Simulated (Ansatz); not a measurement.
# Pressure series in Ir

Consider Ir in the fcc (Cu type) structure (space group Fm-3m, No. 225; a = 3.871 Å).

Cell and atoms are relaxed at each pressure.

The values are results of PBE/PAW in Ansatz (a program for electronic structure), no spin-orbit coupling, earlier PAW set, not measurements.

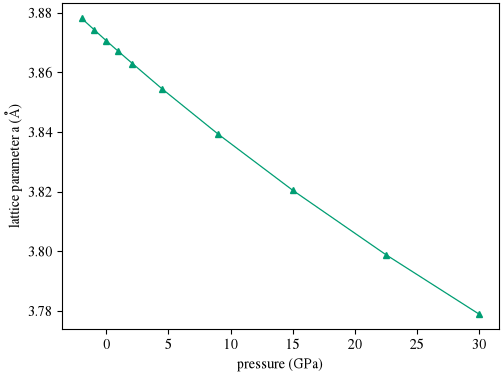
Figure. Lattice parameter a against pressure

```
pressure (GPa)  lattice parameter a
--------------  -------------------
-2                          3.878 Å
-1                          3.874 Å
0.9                         3.867 Å
2.1                         3.863 Å
4.5                         3.854 Å
9                           3.839 Å
15                          3.820 Å
22.5                        3.799 Å
30                          3.779 Å
```

Load acts through the strain it causes; cell and atoms are relaxed under it. Stability against distortions was not tested. Competing high-pressure phases were not computed. All final runs are without spin polarisation.
